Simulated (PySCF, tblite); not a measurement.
# C7H11 radical: geometry, infrared bands and EPR parameters

Wanted: the infrared bands and EPR parameters of C7H11 radical (`CC1=CCCC[CH]1`), by calculation.

Programs: tblite 0.8.0 and PySCF 2.14.0, with density-fitted response routines of our own. Each step states its level of theory. These are calculated values for one molecule in the gas phase, unless marked as measured. Atoms count from 0, in the outputs and in this text.

## Step 1: Starting geometry

18 atoms, charge 0, multiplicity 2; geometry from: force field or distance geometry start.

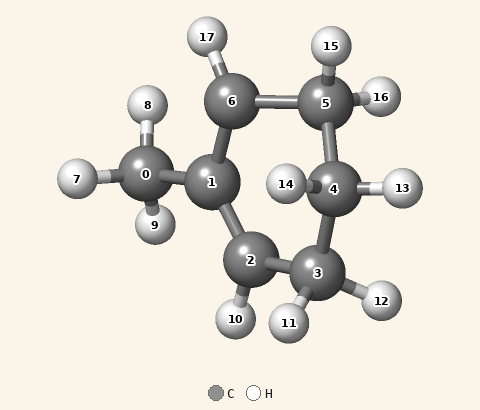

As it starts; carbon grey, hydrogen white, atoms numbered.

## Step 2: Optimising the geometry with GFN2-xTB

What the job is given:

```
{"job": {"kind": "relax", "xc": "GFN2-xTB", "basis": "xTB"}, "charge": 0, "multiplicity": 2}
C      2.469500     0.378600    -0.093500
C      0.979400     0.195800    -0.152400
C      0.174600     1.207500    -0.394900
C     -1.303500     1.101300    -0.471100
C     -1.829000    -0.288600    -0.189500
C     -0.866200    -1.376100    -0.633600
C      0.423600    -1.151400     0.092300
H      2.709100     0.475900     1.005100
H      3.006400    -0.530600    -0.418600
H      2.816300     1.238100    -0.656700
H      0.610100     2.203600    -0.574300
H     -1.736800     1.748100     0.322300
H     -1.680500     1.470100    -1.439100
H     -2.773200    -0.482300    -0.710500
H     -2.026400    -0.440000     0.894700
H     -1.296300    -2.334400    -0.270400
H     -0.812800    -1.428100    -1.712000
H      1.126800    -1.981200     0.125800
```

Launch:

```
$ OMP_NUM_THREADS=1 python probes_run.py task.json out
```

This one command runs all jobs of the session in turn.

**Question.** This job is followed by: GFN2-xTB harmonic vibrations, gas phase; UKS B3LYP, pcH-1 on C H, non-relativistic, mean-field spin-orbit, GIAO. Predict these results of the whole session: strongest single infrared mode (GFN2-xTB); zero-point energy (GFN2-xTB); g(iso) (B3LYP); ⟨S²⟩; largest a(iso) (averaged by class); potential on the surface of density 0.002 e/bohr³, 1st and 99th percentile.

As calculated:

| quantity | value |
| --- | --- |
| strongest single infrared mode (GFN2-xTB) | 2984 cm⁻¹, 70 km/mol |
| zero-point energy (GFN2-xTB) | 98.6 kcal/mol |
| g(iso) (B3LYP) | 2.00262 |
| ⟨S²⟩ | 0.775 (exact 0.75) |
| largest a(iso) (averaged by class) | 13C on C2, C6, 55.3 MHz |
| potential on the surface of density 0.002 e/bohr³, 1st and 99th percentile | -0.62 V and 0.59 V |

In words: Over 63 steps the energy fell by 0.665 eV; of the close pairs, C1–C6 changed most, 1.478 to 1.379 Å. The lowest mode is imaginary (29i cm⁻¹), so the xTB geometry is not a minimum: the zero-point energy counts the real modes alone, and all values at this geometry belong to a saddle point. The strongest single mode, at 2984 cm⁻¹, moves mainly H13 and H14. GFN2-xTB is a fitted tight-binding method: band positions and strengths are rough. Its intensities can rank the bands wrongly. The largest spin populations lie on C2 (0.67 e), C6 (0.65 e). The isotropic g lies 0.3 ppt above the free-electron value. The conformer search found further structures of the same energy, which may be mirror or relabelled copies of this one.
